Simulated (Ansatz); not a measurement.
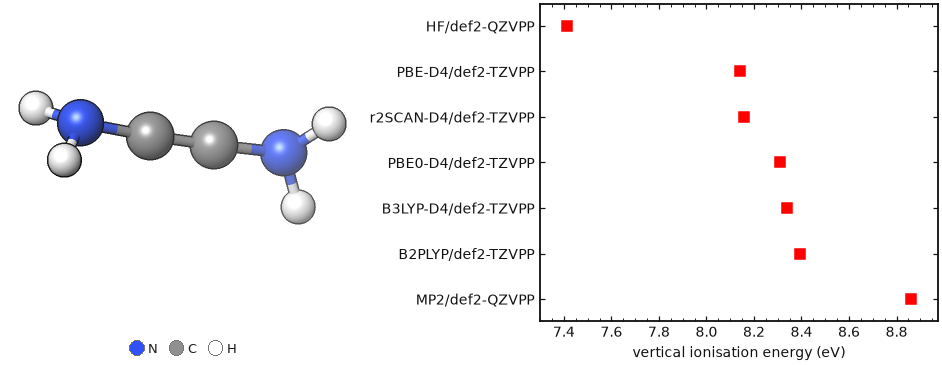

Vertical ionisation energy of C₂H₄N₂, SMILES NC#CN, taken as the energy of the cation less that of the neutral at fixed geometry (unrestricted doublet cation, cores frozen in correlated methods, no spin-orbit coupling), the Ansatz code, at a PBE0-D4/def2-TZVP geometry (a minimum by its frequencies).

What range do the values span?

From 7.41 eV (HF/def2-QZVPP) to 8.86 eV (MP2/def2-QZVPP).

Give the values.

```tsv
level	eV
HF/def2-QZVPP	7.41
PBE-D4/def2-TZVPP	8.14
r2SCAN-D4/def2-TZVPP	8.16
PBE0-D4/def2-TZVPP	8.31
B3LYP-D4/def2-TZVPP	8.34
B2PLYP/def2-TZVPP	8.39
MP2/def2-QZVPP	8.86
```
